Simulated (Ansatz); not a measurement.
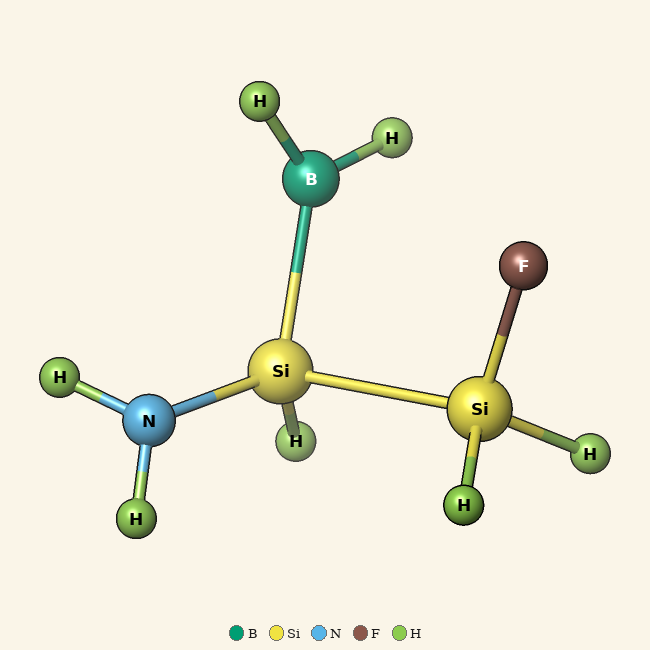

Depth is shown by fading: the farther an atom, the more it takes the colour of the background. The geometry was computed by an optimisation with PBE-D4/def2-SVP. No frequency run is at hand to confirm it as a minimum.

Which symmetry elements does this geometry have?

It has no symmetry element but the identity, so the point group is C1. The group has 1 operation. The geometry is chiral, and symmetry allows a dipole moment.
